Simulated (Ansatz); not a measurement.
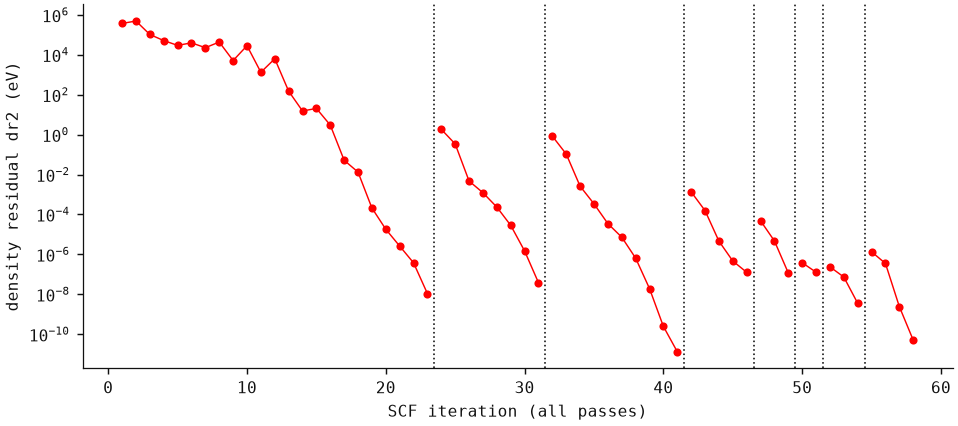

The plot shows the SCF iterations of a calculation: density residual dr2. Each stretch between dotted lines is the SCF of one geometry step of a relaxation. The starting density is a sum of atomic densities corrected by a trained network. Pass 8 re-solves the same geometry on a plane-wave basis chosen afresh for the new cell.

IrRh$_{5}$ (6 atoms in the cell), run with Ansatz.

```
crystal:
  lattice:
    - [1.97228062, 2.0e-08, 0.0]
    - [-0.98614033, 1.70804511, 0.0]
    - [0.0, 0.0, 9.52369691]
  atoms:
    - { symbol: Ir, position: [0.6666666667, 0.3333333333, 0.5] }
    - { symbol: Rh, position: [0.3333333333, 0.6666666667, 0.6656692498] }
    - { symbol: Rh, position: [0.3333333333, 0.6666666667, 0.0] }
    - { symbol: Rh, position: [0.3333333333, 0.6666666667, 0.3343307502] }
    - { symbol: Rh, position: [0.6666666667, 0.3333333333, 0.8337213253] }
    - { symbol: Rh, position: [0.6666666667, 0.3333333333, 0.1662786747] }
basis:
  ecutwfc: 420
kpoints:
  mp_grid: { grid: [18, 18, 4] }
hamiltonian:
  xc: pbe
scf:
  occupations: { method: gaussian, width: 0.1 }
  max_iter: 80
output:
  forces: true
  eigenvalues: true
  stress: true
relax:
  adjacent_minimum: "off"
  f_tol: 0.01
  max_steps: 30
  cell: { stress_tol: 0.1, fix: [volume] }
```

Launched with:
```bash
ansatz run input.yaml --threads 4 --pin off --max-ram 8192MiB --backend cpu --events-out ev --progress --plain --runs-dir out
```

Question: Was self-consistency reached?

Answer: The run converged; it took 58 iterations in all. There are 8 passes, of 23, 8, 10, 5, 3, 2, 3 and 4 iterations. In pass 1, the residual falls unevenly and jumps up by a factor of two or more twice on the way down. The relaxation met its thresholds.

Question: Is anything amiss with this input?

Answer: The input holds a fault (a lattice far too small). The SCF closed all the same, which doesn't make the results meaningful for the real system.
